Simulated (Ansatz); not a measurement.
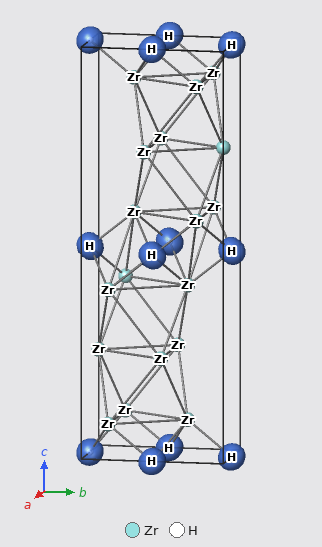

*Zr3H. Isosurface of the ELF at 0.9 (blue), seen slightly off an axis. Only the valence region is drawn (cores and ρ < 0.01 e/Å³ removed). Sticks mark near contacts.*

Space group Cmc2₁; a generated structure, not necessarily the stable one; changed on purpose from its base cell (volume × 0.91, shape and atoms relaxed); computed pressure about 8 GPa in this cell.

All numbers below come from Ansatz 0.2.0, DFT PBE, scalar-relativistic, plane waves, PAW.

```
Zr H
1.0
     3.18426    0.00000    0.00000
     0.00000    5.38082    0.00000
     0.00000    0.00000   15.53573
Zr H
12 4
Direct
  0.49935 0.68928 0.08689
  0.99935 0.18928 0.08689
  0.49935 0.31080 0.91316
  0.99935 0.81080 0.91316
  0.49935 0.94075 0.75003
  0.99935 0.44075 0.75003
  0.49935 0.31201 0.58689
  0.99935 0.81201 0.58689
  0.49935 0.69050 0.41316
  0.99935 0.19050 0.41316
  0.49935 0.06054 0.25003
  0.99935 0.56054 0.25003
  0.49935 0.00000 0.00000
  0.99935 0.50000 0.00000
  0.49935 0.00130 0.50000
  0.99935 0.50130 0.50000
```

### Identify the bonds, lone pairs and shells in this picture.

At this value the surface marks out four regions around hydrogen nuclei, counted in one cell of 16 atoms. Regions shared between cells count once. Along the contacts the grid gives the following. Zr–H (2.15 Å): the ELF climbs to about 1 towards the hydrogen. Zr–Zr (3.07 Å): the ELF is about 0.20 at the midpoint: no shared electron pair shows on this line.
